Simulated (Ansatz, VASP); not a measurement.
# Cross-check of Al2O3 (Corundum) between VASP and Ansatz, part 2 of 2

Wanted: the spread between two codes on one cell, functional and k mesh.  The cell comes out of the VASP series on this material, whose earlier steps may have relaxed, scaled or displaced it; both programs get it as it stands.

VASP 6.6.1 and Ansatz 0.2.0.

So far. Step 2 (VASP: band structure, LDA): The run ends at a pressure of 0.07 GPa, with forces up to 0.0065 eV/Å.

**3. Ansatz: band structure, LDA**

Level of this step: Ansatz beside VASP: Kohn-Sham DFT, plane waves, LDA (Ansatz).

Ansatz runs on its default PAW (the set named soft_2) files.

The same cell, functional (in two slightly different forms), mesh and smearing now go to Ansatz, which takes its cutoff from its data sets.

Input file input.yaml:

```yaml
crystal:
  lattice:
    - [2.3670620062, 1.3666238864, 4.3008486415]
    - [-2.3670620062, 1.3666238864, 4.3008486415]
    - [0.0, -2.7332477729, 4.3008486415]
  atoms:
    - { symbol: Al, position: [0.3519681835, 0.3519681835, 0.3519681835] }
    - { symbol: Al, position: [0.1480318165, 0.1480318165, 0.1480318165] }
    - { symbol: Al, position: [0.6480318165, 0.6480318165, 0.6480318165] }
    - { symbol: Al, position: [0.8519681835, 0.8519681835, 0.8519681835] }
    - { symbol: O, position: [0.5557658886, 0.9442341114, 0.25] }
    - { symbol: O, position: [0.25, 0.5557658886, 0.9442341114] }
    - { symbol: O, position: [0.9442341114, 0.25, 0.5557658886] }
    - { symbol: O, position: [0.4442341114, 0.0557658886, 0.75] }
    - { symbol: O, position: [0.75, 0.4442341114, 0.0557658886] }
    - { symbol: O, position: [0.0557658886, 0.75, 0.4442341114] }
hamiltonian:
  xc: lda
  pseudopotentials: { kind: paw }
kpoints:
  mp_grid: { grid: [6, 6, 6] }
  band_path:
    path:
      - [0.0, 0.0, 0.0]
      - [0.13636, 0.0, 0.0]
      - [0.31818, 0.0, 0.0]
      - [0.5, 0.0, 0.0]
      - [0.5, 0.04254, -0.04254]
      - [0.5, 0.12763, -0.12763]
      - [0.5, 0.21271, -0.21271]
      - [0.74184, 0.5, 0.25816]
      - [0.6451, 0.5, 0.3549]
      - [0.54837, 0.5, 0.45163]
      - [0.5, 0.5, 0.5]
      - [0.31818, 0.31818, 0.31818]
      - [0.13636, 0.13636, 0.13636]
      - [0.0, 0.0, 0.0]
      - [0.10009, 0.0, -0.10009]
      - [0.23354, 0.0, -0.23354]
      - [0.36699, 0.0, -0.36699]
      - [0.60883, 0.39117, 0.0]
      - [0.56046, 0.43954, 0.0]
      - [0.51209, 0.48791, 0.0]
      - [0.51209, 0.51209, 0.02127]
      - [0.56046, 0.56046, 0.10635]
      - [0.60883, 0.60883, 0.19144]
      - [0.63301, 0.63301, 0.23398]
      - [0.58464, 0.58464, 0.33071]
      - [0.53628, 0.53628, 0.42745]
      - [0.5, 0.5, 0.5]
      - [0.57255, 0.10009, 0.10009]
      - [0.66929, 0.23354, 0.23354]
      - [0.76602, 0.36699, 0.36699]
    npoints: 1
scf:
  occupations: { method: gaussian, width: 0.05 }
  n_extra_bands: 11
output:
  forces: true
  stress: true
  eigenvalues: true
  write_density: true
  write_potential: true
  elf: true
  volumetric_format: npy
```

Started as:

```bash
ansatz run input.yaml --threads 4 --pin off --max-ram 9216MiB --backend cpu --events-out ev --progress --plain --runs-dir out
```

Numbers of over 12 decimals in the logs are rounded to 6 here.

The program printed:

```text
scf.n_extra_bands = 11 over 24 filled bands (N_el = 48.0): the run solves 35 bands
Engine: ansatz 0.2.0, x86_64-unknown-linux-gnu
Pseudopotentials: kind: paw
Pseudopotential: Al, paw, valence charge 3, recommended cutoff 420 eV (normal), Al.paw.azcp
Pseudopotential: O, paw, valence charge 6, recommended cutoff 420 eV (normal), O.paw.azcp
Functional definition: SPW92
  exchange = slater_x
  correlation = pw_c
Crystal: 10 atoms, lattice volume = 83.476 Å³
Basis set: ecut = 420 eV, 1593 PW (Γ)
Bands: 35, of which v1, the nominal top of the filled ones, is band 24 counted from 1 (23 counted from 0)
Symmetry: 12 space group operations
Space group: R-3c (ITA 167), of the structure as read, at distance tolerance 4.4e-5 Å
k-points: 32 of 216
Non-local potential: Al, projectors of the file, l = 0: 2, l = 1: 2, l = 2: 1
Non-local potential: O, projectors of the file, l = 0: 2, l = 1: 2, l = 2: 1
PAW form: soft (Blöchl's): semilocal exchange-correlation on the pseudo side does not see the compensation charge
PAW frozen core: Al, regenerated for the run's functional, and the local potential with it (the file was generated under x = pbe(κ = 0.804, μ = 0.219515), c = pbe(β = 0.066725))
PAW frozen core: O, regenerated for the run's functional, and the local potential with it (the file was generated under x = pbe(κ = 0.804, μ = 0.219515), c = pbe(β = 0.066725))
PAW one-centre angular grid: Al, 110 points (default); XC on 64 Gauss nodes
PAW one-centre angular grid: O, 110 points (default); XC on 64 Gauss nodes
Initial density: superposition of atomic densities (neutral atoms: chi_scale 0, normalization atom), corrected by the library's trained network
Initial wavefunctions: pseudopotential atomic-orbital guess
Functional: x = slater, c = lda
SCF iter   1: F=—  HF=-5399.923573 eV  |F-HF|=—  |Δ(HF+E_count)|=         —  Δρ=1.74e-2  dr2=2.15e-1  ethr=1.77e-3  ⟨swp⟩=7.5  Hψ=5957  notcnv=0  defer=30
preconditioner: auto → Resta (q_TF=auto, 2.488 Å⁻¹)  ε∞=3.5  [insulator: Δε(μ)=6.254 eV  Ē_g=17.648 eV  σ=0.050 eV  W_gap=1.00  n_scr=20 (ndim 8)  ℏωp=28.2 eV  f_vac=0.000  D(μ)=0.00/eV (n_scr^D=0)  ε∞_Penn≈3.5]
SCF iter   2: F=—  HF=-5399.858127 eV  |F-HF|=—  |Δ(HF+E_count)|=   6.54e-2  Δρ=3.99e-3  dr2=5.20e-3  ethr=4.48e-4  ⟨swp⟩=2.7  Hψ=2194  notcnv=0  defer=154
SCF iter   3: F=—  HF=-5399.856648 eV  |F-HF|=—  |Δ(HF+E_count)|=   1.48e-3  Δρ=1.95e-3  dr2=1.60e-3  ethr=1.08e-5  ⟨swp⟩=1.2  Hψ=1012  notcnv=0  defer=154
SCF iter   4: F=—  HF=-5399.856053 eV  |F-HF|=—  |Δ(HF+E_count)|=   5.95e-4  Δρ=1.27e-4  dr2=8.41e-6  ethr=3.33e-6  ⟨swp⟩=2.0  Hψ=1547  notcnv=0  defer=154
SCF iter   5: F=—  HF=-5399.856053 eV  |F-HF|=—  |Δ(HF+E_count)|=   5.17e-7  Δρ=1.74e-5  dr2=1.69e-7  ethr=1.75e-8  ⟨swp⟩=2.1  Hψ=1631  notcnv=0  defer=154
SCF iter   6: F=-5399.856053 eV  HF=-5399.856053 eV  |F-HF|=1.32e-9  |Δ(HF+E_count)|=  6.24e-10  Δρ=2.20e-6  dr2=4.00e-9  ethr=2.08e-10  ⟨swp⟩=14.2  Hψ=7851  notcnv=0
SCF 1 converged in 6 iterations: F = -5399.856053 eV  dr2 = 4.00e-9
  greatest PAW one-centre occupation: 0.854 electrons in one spin orbital (limit 2), on the O atom at site 9 (counted from 0), in its partial waves of l = 0
NSCF: frozen V_eff on 30 k-points
SCF converged after 6 iterations
Free energy (F): -5399.856053 eV
Harris-Foulkes:  -5399.856053 eV  (|F-HF|=1.32e-9)
Internal energy: -5399.856053 eV  (E = F + TS)
E sigma→0 (E₀):  -5399.856053 eV
Fermi energy:    10.825724 eV
--- Per-component energies (eV) ---
  E_band       = 61.056281
  E_kinetic    = 1179.971012
  E_local      = -1962.329037  (includes V_loc(G=0)·N_el)
  E_nonlocal   = 339.267408
  E_hartree    = 719.906317
  E_xc         = -605.047831
  E_vxc        = -693.220390  (∫ρ·V_xc dr)
  E_paw        = -2661.022852  (= ΣΔE_a)
  E_vpaw       = -242.461126  (= ΣTr[D̂ρ^β])
  E_aug_tail   = 0.015514  (compensation charges beyond the density's cutoff)
  E_ewald      = -2411.420979
  E_core_change = 0.804395  (= ΣΔE_core)
  E_smearing   = -0.000000  (= −TS)
  E_closure    = -0.000000  (closes the sum)
  Σ components = -5399.856053   (vs F -5399.856053, Δ=0.00e0)
--- Forces (eV/Å), atoms counted from 1 ---
  atom   1  Al     0.00000000    -0.00000000     0.01758723
  atom   2  Al     0.00000000     0.00000000    -0.01758723
  atom   3  Al    -0.00000000     0.00000000    -0.01758723
  atom   4  Al     0.00000000    -0.00000000     0.01758723
  atom   5  O      0.00851694     0.00000000    -0.00000000
  atom   6  O     -0.00425847     0.00737589     0.00000000
  atom   7  O     -0.00425847    -0.00737589    -0.00000000
  atom   8  O     -0.00851694     0.00000000    -0.00000000
  atom   9  O      0.00425847    -0.00737589    -0.00000000
  atom  10  O      0.00425847     0.00737589     0.00000000
  max |Σ_I F_I| component: 1.33e-17 eV/Å
--- Stress (GPa, compression-positive) ---
       -0.822000       0.000000       0.000000
        0.000000      -0.822000      -0.000000
        0.000000      -0.000000      -0.640405
  P = ⅓ Tr σ = -0.7615 GPa (-7.615 kbar)
--- Band table (eV; the first three rows and the last of 32) ---
  k-point 0: bands = [... 20 lower, 7.1069, 7.5869, 7.5869, 7.6281, 14.0234, 16.7175, 18.4054, 19.1718, ... 7 higher]
  k-point 1: bands = [... 20 lower, 6.9104, 7.2723, 7.5442, 7.5744, 14.6390, 17.2246, 17.9796, 18.7160, ... 7 higher]
  k-point 2: bands = [... 20 lower, 6.7476, 7.0613, 7.3889, 7.4335, 15.9191, 17.4529, 17.7094, 18.1988, ... 7 higher]
  k-point 31: bands = [... 20 lower, 7.2356, 7.2356, 7.2356, 7.2356, 16.3650, 16.3650, 18.6402, 18.6402, ... 7 higher]
```

Run time: 2 s. Hardware: 4 threads of Intel Xeon Platinum 8375C at 2.90GHz (Ice Lake), shared host; peak memory 0.46 GiB.

Reading the cycles: dr2 is the Hartree energy of the density residual (eV), the measure of convergence; HF is the Harris–Foulkes estimate of the energy, which meets the free energy F at convergence.

**4. Comparison**

Known differences besides the PAW data sets themselves: the two LDA forms differ slightly; the cutoff is 420 eV in Ansatz and 520 eV in VASP; Ansatz makes its cores anew for this functional, VASP keeps those of its LDA data sets. Total energies have different zeros and are not compared.

The two programs side by side:

```
                     quantity  Ansatz   VASP  difference
               pressure (GPa)   -0.76   0.07       -0.83
gap over the path points (eV)   6.395  6.404      -0.009
```

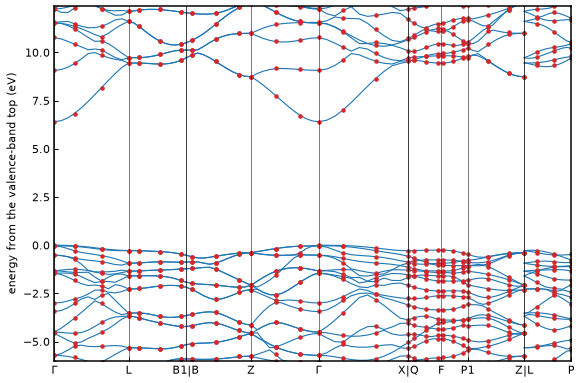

Bands from VASP (lines) and levels from Ansatz (dots). Dots without a line are higher empty bands that the VASP plot leaves out.

Levels at points of the path, from each program's valence-band top (eV; 4 filled, then empty):

```
k (reciprocal lattice)                                   Ansatz                                     VASP
     0.000 0.000 0.000   -0.52 -0.04 -0.04 0.00 6.39 9.09 10.78   -0.52 -0.04 -0.04 0.00 6.40 9.07 10.76
     0.136 0.000 0.000  -0.68 -0.30 -0.07 -0.04 6.82 9.44 10.45  -0.68 -0.30 -0.07 -0.04 6.83 9.42 10.43
     0.318 0.000 0.000  -0.86 -0.55 -0.23 -0.18 8.17 9.87 10.15  -0.86 -0.54 -0.23 -0.18 8.18 9.85 10.13
     0.500 0.000 0.000   -0.94 -0.94 -0.28 -0.28 9.45 9.45 9.73   -0.94 -0.94 -0.28 -0.28 9.45 9.45 9.72
    0.500 0.043 -0.043   -0.92 -0.92 -0.29 -0.29 9.45 9.45 9.74   -0.92 -0.92 -0.29 -0.29 9.44 9.44 9.73
    0.500 0.128 -0.128   -0.87 -0.87 -0.34 -0.34 9.40 9.40 9.90   -0.87 -0.87 -0.33 -0.33 9.39 9.39 9.89
    0.500 0.213 -0.213  -0.89 -0.89 -0.46 -0.46 9.59 9.59 10.13  -0.89 -0.89 -0.46 -0.46 9.58 9.58 10.12
     0.742 0.500 0.258  -0.87 -0.87 -0.60 -0.60 9.88 9.88 10.12  -0.87 -0.87 -0.60 -0.60 9.87 9.87 10.11
     0.645 0.500 0.355  -0.93 -0.93 -0.58 -0.58 9.53 9.53 10.69  -0.94 -0.94 -0.58 -0.58 9.53 9.53 10.68
     0.548 0.500 0.452  -0.48 -0.48 -0.42 -0.42 8.85 8.85 11.00  -0.48 -0.48 -0.41 -0.41 8.85 8.85 10.98
```

At this near-relaxed geometry the largest component of a force difference is 11 meV/Å. Among the levels compared (up to four filled and three empty ones at each point), filled levels agree within 2 meV and empty ones within 29 meV. Ansatz's pressure holds a Pulay correction of 1.20 GPa; VASP's holds none.

**5. VASP: single point, LDA**

A single point gives forces, pressure and levels at one fixed geometry, so differences don't come from the geometry; what else differs is listed under the comparison.

Input file INCAR:

```
SYSTEM = Al2O3
PREC = Accurate
ENCUT = 520
EDIFF = 1E-06
NELM = 100
ISMEAR = -5
SIGMA = 0.05
LREAL = .FALSE.
ALGO = Normal
GGA = CA
NBANDS = 48
LORBIT = 11
LWAVE = .FALSE.
LCHARG = .FALSE.
KPAR = 8
NEDOS = 2001
```

Input file POSCAR:

```
Al2O3
1.0
    2.3670620062      1.3666238864      4.3008486415
   -2.3670620062      1.3666238864      4.3008486415
    0.0000000000     -2.7332477729      4.3008486415
Al O
4 6
Direct
    0.3519681835      0.3519681835      0.3519681835
    0.1480318165      0.1480318165      0.1480318165
    0.6480318165      0.6480318165      0.6480318165
    0.8519681835      0.8519681835      0.8519681835
    0.5557658886      0.9442341114      0.2500000000
    0.2500000000      0.5557658886      0.9442341114
    0.9442341114      0.2500000000      0.5557658886
    0.4442341114      0.0557658886      0.7500000000
    0.7500000000      0.4442341114      0.0557658886
    0.0557658886      0.7500000000      0.4442341114
```

Input file KPOINTS:

```
Automatic mesh
0
Gamma
9 9 9
0 0 0
```

PAW data sets: Al and O (LDA family, release 64).

Started as:

```bash
mpirun -np 8 vasp_std
```

The program printed:

```text
[banner, memory and clock lines left out]
running    8 mpi-ranks, on    1 nodes
[...]
[... a notice as in an earlier step ...]

 LDA part: xc-table for (Slater(with rela. corr.)+CA(PZ))
 , standard interpolation
 POSCAR, INCAR and KPOINTS ok, starting setup
[...]
entering main loop
       N       E                     dE             d eps       ncg     rms          rms(c)
DAV:   1     0.175236125530E+03    0.17524E+03   -0.24147E+04  8176   0.956E+02
DAV:   2    -0.810794343142E+02   -0.25632E+03   -0.24740E+03  9824   0.235E+02
DAV:   3    -0.915135385913E+02   -0.10434E+02   -0.10375E+02  9984   0.433E+01
DAV:   4    -0.915739278299E+02   -0.60389E-01   -0.60382E-01  9208   0.377E+00
[...]
DAV:  10    -0.831046330379E+02   -0.10906E-03   -0.38779E-04  8992   0.888E-02    0.619E-02
DAV:  11    -0.831046183332E+02    0.14705E-04   -0.68681E-05  9456   0.440E-02    0.224E-02
DAV:  12    -0.831046180554E+02    0.27786E-06   -0.27151E-06  9168   0.907E-03
   1 F= -.83104618E+02 E0= -.83104618E+02  d E =0.000000E+00
```

OUTCAR, selected parts (step 5):

```text
  Total        0.0445185      0.0445185      0.0241347      0.0000000     -0.0000000      0.0000000
  in kB        0.8544516      0.8544516      0.4632216      0.0000000     -0.0000000      0.0000000
  external PRESSURE =       0.7240416 kB  Pullay stress =       0.0000000 kB

 POSITION                                       TOTAL-FORCE (eV/Angst)
 -----------------------------------------------------------------------------------
      0.00000     -0.00000      4.54129        -0.000000     -0.000000      0.006481
      0.00000     -0.00000      1.90999        -0.000000      0.000000     -0.006481
      0.00000     -0.00000      8.36126        -0.000000      0.000000     -0.006481
      0.00000     -0.00000     10.99256        -0.000000     -0.000000      0.006481
     -0.91953      1.36662      7.52649         0.000411     -0.000000     -0.000000
     -0.72377     -1.47965      7.52649        -0.000206      0.000356      0.000000
      1.64330      0.11302      7.52649        -0.000206     -0.000356      0.000000
      0.91953     -1.36662      5.37606        -0.000411     -0.000000     -0.000000
      0.72377      1.47965      5.37606         0.000206     -0.000356      0.000000
     -1.64330     -0.11302      5.37606         0.000206      0.000356      0.000000
 -----------------------------------------------------------------------------------
    total drift:                                0.000000      0.000000     -0.000000

  FREE ENERGIE OF THE ION-ELECTRON SYSTEM (eV)
  ---------------------------------------------------
  free  energy   TOTEN  =       -83.1046180554 eV

  energy  without entropy=      -83.1046180554  energy(sigma->0) =      -83.10461806

[... 1 part as in an earlier step ...]

[... 2 further parts left out ...]
[key lines of the parts left out:]
E-fermi :   6.0382
```

The run ends at a pressure of 0.07 GPa, with forces up to 0.0065 eV/Å.

**6. Ansatz: single point, LDA**

The same cell, functional (in two slightly different forms), mesh and smearing now go to Ansatz, which takes its cutoff from its data sets.

The cell comes out of the VASP series on this material, whose earlier steps may have relaxed, scaled or displaced it; both programs get it as it stands.

input.yaml, the sections that differ from step 3:

```yaml
kpoints:
  mp_grid: { grid: [9, 9, 9] }
scf:
  occupations: { method: tetrahedron }
output:
  forces: true
  stress: true
# crystal, hamiltonian: as in step 3
```

Started as:

```bash
ansatz run input.yaml --threads 4 --pin off --max-ram 9216MiB --backend cpu --events-out ev --progress --plain --runs-dir out
```

The program printed:

```text
Warning: output.forces, output.stress, relax.cell or npt_langevin: where a Kohn–Sham band that disperses or a degenerate level is filled in part under the method tetrahedron, the forces or the stress that this run publishes need not agree with its energy (scf.occupations.method in the input reference, under Limitations); prefer a smearing scheme for the forces or the stress
[...]
k-point 0: bands = [... 20 lower, 7.1069, 7.5869, 7.5869, 7.6281, 14.0234, 16.7175, 18.4054, 19.1718, ... 6 higher]
  k-point 1: bands = [... 20 lower, 6.9924, 7.3910, 7.5730, 7.6029, 14.3153, 16.9556, 18.1540, 18.9524, ... 6 higher]
  k-point 2: bands = [... 20 lower, 6.8516, 7.1971, 7.4982, 7.5340, 15.0342, 17.5494, 17.8035, 18.4373, ... 6 higher]
  k-point 84: bands = [... 20 lower, 7.0820, 7.0935, 7.1740, 7.2173, 16.4725, 16.6316, 18.5852, 18.6240, ... 6 higher]
[key lines of the parts left out:]
SCF converged after 6 iterations
Free energy (F): -5399.856038 eV
Fermi energy:    7.628088 eV
P = ⅓ Tr σ = -0.7598 GPa (-7.598 kbar)
```

Run time: 2.6 s. Hardware: 4 threads; peak memory 0.54 GiB.

The run ends at a pressure of -0.76 GPa, with forces up to 0.018 eV/Å.

**7. Comparison**

Compared:

```
              quantity  Ansatz   VASP  difference
        pressure (GPa)   -0.76   0.07       -0.83
gap on the k mesh (eV)   6.395  6.404      -0.009
```

At this near-relaxed geometry the largest component of a force difference is 11 meV/Å. Ansatz's pressure holds a Pulay correction of 1.20 GPa; VASP's holds none.

**8. Outcome**

* difference in gap over the path points (band structure, LDA): -0.0088 eV
* difference in pressure (band structure, LDA): -0.83 GPa
* difference in gap on the k mesh (single point, LDA): -0.0087 eV
* difference in pressure (single point, LDA): -0.83 GPa

What this shows: The difference in pressure is -0.83 GPa (band structure, LDA), within the 1 GPa picked in this series as the mark of a large difference. Differences of this kind measure data sets and numerical settings, not the functional's error against experiment.

[Lines on the potential files, build, host, timing and source positions are cut from VASP's logs without a mark.]

[Logs are printed without paths, hosts, clocks, repeated set-up lines and the standing remarks that a program may print on its own settings, such as how far it seeks lower states.]

[Hosts, paths, dates, database ids (printed as entryN), source tags and the programs' standing remarks are cut or masked in the printed files.]
